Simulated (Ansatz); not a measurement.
# CH3InS: the cost of one run

The runs use Ansatz 0.2.0, Gaussian basis; PBE0-D4/def2-TZVP structures, single points in def2-TZVPP, no counterpoise correction.

Levels: SPW92, PBE-D4, BLYP-D4, r2SCAN-D4, B97M-V, PBE0-D4, B3LYP-D4, r2SCAN0-D4, BHLYP-D4, CAM-B3LYP-D4, wB97X-V, wB97M-V, B2PLYP, PBE-QIDH, RPA on PBE, Hartree-Fock, MP2, CCSD, CCSD(T).

Cores are frozen in the correlated methods. Filled d shells of the heavier atoms are correlated. Core potentials replace the inner electrons past krypton, and spin-orbit coupling is left out. B3LYP uses VWN-RPA correlation. B2PLYP carries no dispersion term here.

50 further runs of the same task are left out: 50 set aside as unsound or not needed.

**1. The starting structure**

The complex: 9 atoms, charge 0, spin multiplicity 1.

Atoms are counted from 1 here; the program's logs count them from 0.

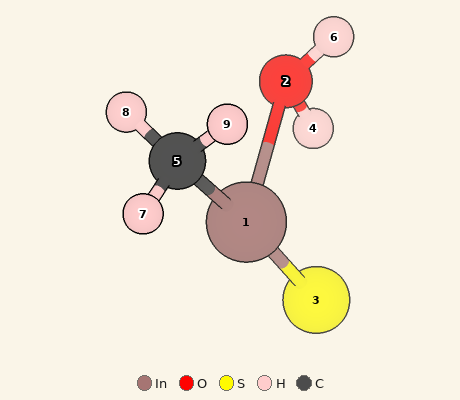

Start geometry, drawn with indium brown, oxygen red, sulfur yellow, hydrogen pink, carbon dark grey; atoms are numbered from 1 in the order of the file.

Coordinates:

```mol
CH5InOS
  3D, bonds by distance, orders not assigned

  9  8  0  0  0  0  0  0  0  0999 V2000
   -0.6339   -0.7345    0.2680 In  0  0
    0.0183    0.3381   -1.9188 O   0  0
   -1.7733   -2.1491   -1.0018 S   0  0
   -0.5366   -0.3853   -2.2733 H   0  0
    0.3806    0.5018    1.6467 C   0  0
    0.8715    0.2746   -2.3587 H   0  0
    0.0385    0.2974    2.6606 H   0  0
    0.1823    1.5437    1.3954 H   0  0
    1.4525    0.3134    1.5819 H   0  0
  1  2  8  0
  1  3  8  0
  1  5  8  0
  2  4  8  0
  2  6  8  0
  5  7  8  0
  5  8  8  0
  5  9  8  0
M  END
```

Its parts: CH₃InS holds atoms 1, 3, 5, 7, 8, 9; H₂O holds atoms 2, 4, 6. Each part counts its atoms afresh in its own runs.

**2. Relaxing CH₃InS alone**

Input file relax-a/in.yaml:

```yaml
crystal:
  periodic: [false, false, false]
  atoms:
    - {symbol: In, position_ang: [-0.633913, -0.734534, 0.267956]}
    - {symbol: S, position_ang: [-1.773343, -2.149096, -1.001806]}
    - {symbol: C, position_ang: [0.380640, 0.501769, 1.646716]}
    - {symbol: H, position_ang: [0.038526, 0.297353, 2.660575]}
    - {symbol: H, position_ang: [0.182317, 1.543669, 1.395432]}
    - {symbol: H, position_ang: [1.452529, 0.313360, 1.581892]}
basis:
  gaussian: {orbitals: def2-TZVP}
hamiltonian: {xc: pbe0, dispersion: d4}
relax: {f_tol: 0.005, max_steps: 200}
```

Started as:

```sh
> ansatz run in.yaml --threads 4 --pin off --events-out ev --progress --plain --max-ram 9574MiB
```

**Question.** How long does this run take on 4 threads of Arm Neoverse V1, shared host?

About 10 s.
